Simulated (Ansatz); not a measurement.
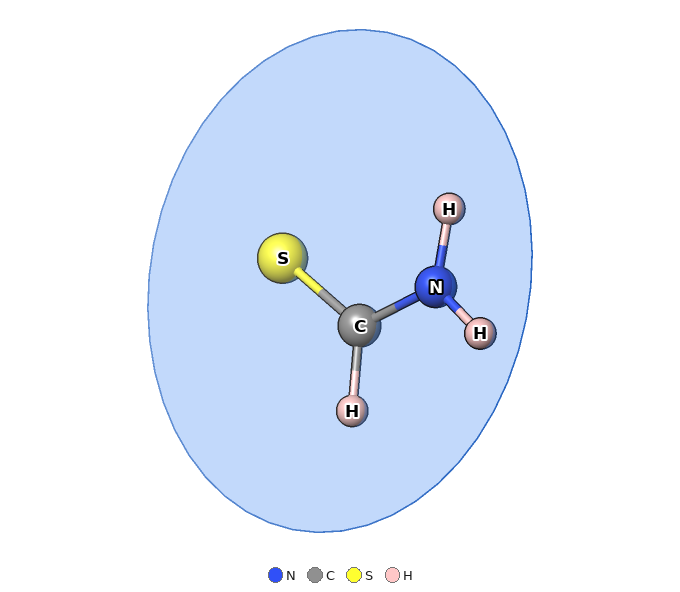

All proper rotation axes (lines) and mirror planes (discs) of the structure are drawn in. Distant atoms are faded towards the background colour. The geometry was computed by an optimisation with PBE0-D4/def2-TZVP. No frequency run is at hand to confirm it as a minimum.

### Name the symmetry elements and the point group.

It has 1 mirror plane. Point group Cs. The group has 2 operations. The geometry is achiral, and symmetry allows a dipole moment.
